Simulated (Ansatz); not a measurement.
## Profile along the O–Ni line in NiO (rock salt)

NiO (rock salt)

```xyz
2
Lattice="0.0000 2.1079 2.1079 2.1079 0.0000 2.1079 2.1079 2.1079 0.0000" Properties=species:S:1:pos:R:3 pbc="T T T"
O      0.0000     0.0000     0.0000
Ni     2.1079     2.1079     2.1079
```

Fields along a shortest O–Ni line of a {100} plane (2.11 Å), from O to Ni, interpolated on the slice's grid (step about 0.1 Å). Method: PBE (plane waves to 420 eV, PAW, scalar-relativistic; Ansatz, a first-principles code). k mesh 19×19×19. Inside the PAW spheres the values are not all-electron values, and peaks at nuclei hang on which shells count as valence. NiO is run spin-polarised and with no Hubbard U; the real compound is an antiferromagnetic insulator, a state that this run doesn't describe. NiO was relaxed with its symmetry unable to fall. Relaxed NiO ends ferromagnetic. Other magnetic orders were not checked, so this need not be the ground state.

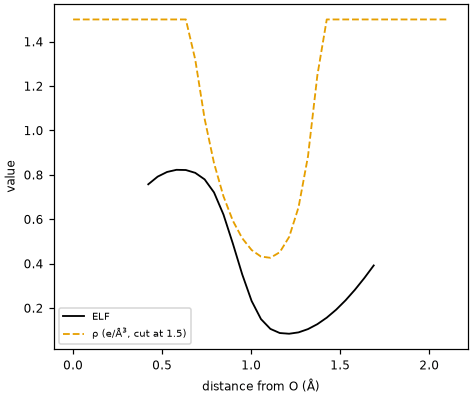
ELF (away from the nuclei) and valence density from O to Ni.

Density on the O–Ni line (2.11 Å) at its density minimum, 1.1 Å from O: 0.43 e/Å³. ELF at that point: 0.1.
